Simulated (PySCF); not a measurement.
The calculation's input:

```
{"job": {"kind": "nmr", "xc": "PBE0", "basis": "pcSseg-1"}, "charge": 0, "multiplicity": 1}
C      2.911211    -0.416536     0.388156
C      1.691108     0.051049     0.603320
C      0.564149    -0.168060    -0.306524
C     -0.599194     0.799619    -0.364813
Si    -0.636720     2.419077     0.620904
P     -1.024291    -0.810578     0.388336
B     -2.014145    -2.256023    -1.106991
F     -3.310373    -2.092101    -0.877987
F     -1.484620    -3.431109    -0.794845
F     -1.511014    -1.637384    -2.178762
H      3.146272    -0.998737    -0.487195
H      3.718317    -0.235131     1.075728
H      1.474620     0.631401     1.491318
H      0.837188    -0.640322    -1.248076
H     -1.022307     0.885510    -1.363645
H     -1.872521     3.113450     0.268702
H     -0.615254     2.135951     2.059205
H      0.546583     3.193594     0.244559
H     -0.808812    -0.534418     1.745955
```

Run with:

```sh
OMP_NUM_THREADS=1 python probes_run.py task.json out
```

Geometry: GFN2-xTB.

These are results of PBE0/pcSseg-1, SCF density, gas phase, non-relativistic in PySCF 2.14.0, not measurements.

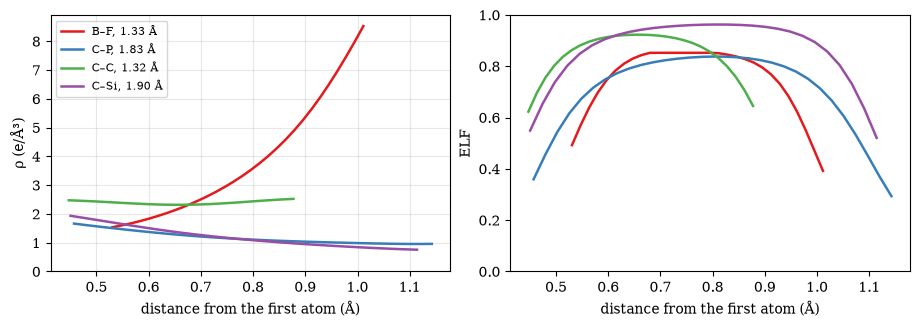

C₄H₉BF₃PSi. Total electron density and electron localisation function along straight lines between neighbouring atoms. The curves leave out the atomic cores.

Question: What can be read from the curves?

Answer: B–F (1.33 Å): ρ is about 2.2 e/Å³ halfway; the ELF peaks at about 0.85 between the atoms; a shared but strongly polarised pair.
C–P (1.83 Å): ρ at the midpoint is about 1 e/Å³; the ELF peaks at about 0.85 between the atoms (localised, covalent bonding).
C–C (1.32 Å): the density is about 2.3 e/Å³ at the midpoint; the ELF peaks at about 0.90 between the atoms (a short, multiple covalent bond).
C–Si (1.90 Å): the density is about 0.9 e/Å³ at the midpoint; the ELF peaks at about 0.95 between the atoms (localised, covalent bonding).
